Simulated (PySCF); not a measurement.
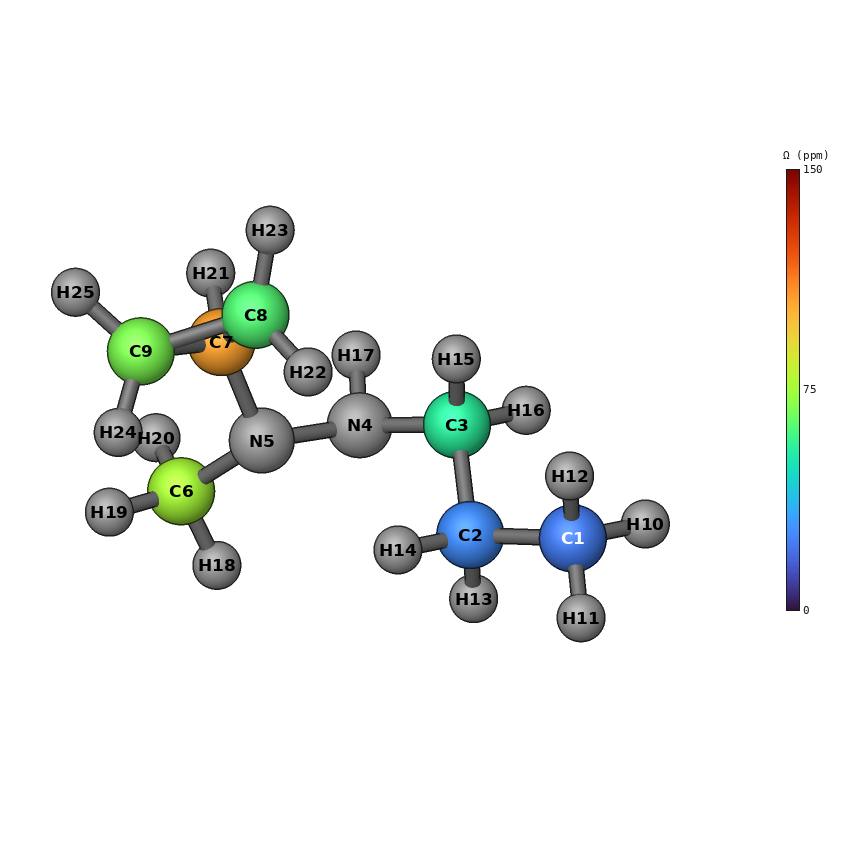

The C atoms are coloured by the span of their shielding tensor. The geometry was computed by an optimisation with GFN2-xTB. No frequency run is at hand to confirm it as a minimum. Level of theory: GIAO PBE0/pcSseg-1 NMR shielding, non-relativistic, gas phase (PySCF 2.14.0). Principal shieldings σ11 ≤ σ22 ≤ σ33, span Ω = σ33 − σ11, skew κ = 3(σiso − σ22)/Ω.

### Which C atom has the most anisotropic shielding?

C7, with a span of 105 ppm.

Give the shielding tensors of the C atoms.

```csv
atom,σ11,σ22,σ33,σiso,Ω,κ
C1,164.7,166.7,188.3,173.2,23.6,0.84
C2,144.9,167.8,172.0,161.6,27.1,−0.69
C3,108.4,125.3,163.6,132.4,55.2,0.39
C6,107.3,121.3,184.0,137.6,76.7,0.63
C7,106.8,119.1,212.1,146.0,105.4,0.77
C8,145.9,174.0,208.1,176.0,62.2,0.09
C9,151.2,178.1,220.3,183.2,69.1,0.22
```

Shieldings and span in ppm.
